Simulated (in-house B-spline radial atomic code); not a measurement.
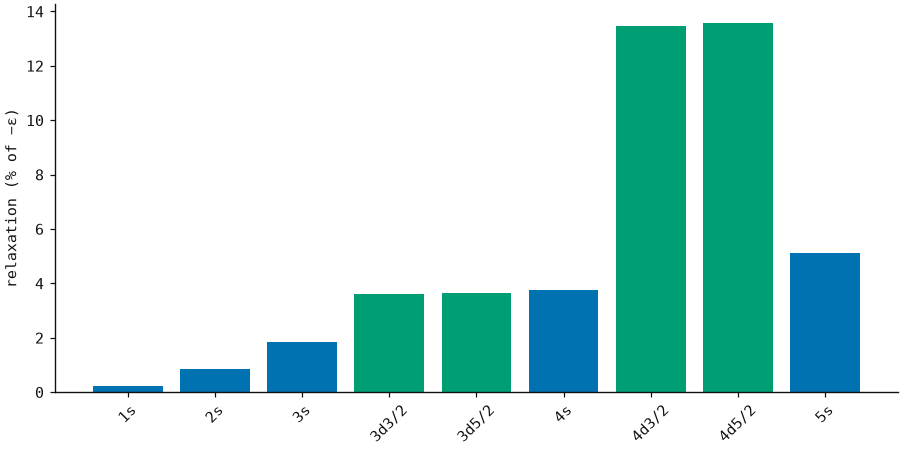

System: atomic indium (In), configuration [Kr] 4d10 5s2 5p1 (open shells shared over both j by 2j + 1). The calculation used an in-house B-spline radial code at this level: Dirac-Hartree-Fock, average of configuration, Fermi nucleus, basis-set limit. One electron is taken from each of the shells shown in turn, and the ion is relaxed; bars are coloured by l. The plot shows the relaxation energy, Koopmans' value −ε less the difference of self-consistent energies, as a share of −ε.

Question: Read the relaxation energies.

Answer: Among the shells shown the largest bar is that of 4d5/2. 1s: −ε = 28.10 keV, relaxed 28.04 keV, relaxation 66.1 eV (0.24 %); 2s: −ε = 4298 eV, relaxed 4262 eV, relaxation 35.9 eV (0.84 %); 3s: −ε = 854.6 eV, relaxed 838.7 eV, relaxation 15.9 eV (1.9 %); 3d3/2: −ε = 476.6 eV, relaxed 459.3 eV, relaxation 17.3 eV (3.6 %); 3d5/2: −ε = 468.6 eV, relaxed 451.5 eV, relaxation 17.1 eV (3.6 %); 4s: −ε = 144.5 eV, relaxed 139.0 eV, relaxation 5.44 eV (3.8 %); 4d3/2: −ε = 28.1 eV, relaxed 24.3 eV, relaxation 3.78 eV (13 %); 4d5/2: −ε = 27.1 eV, relaxed 23.4 eV, relaxation 3.69 eV (14 %).
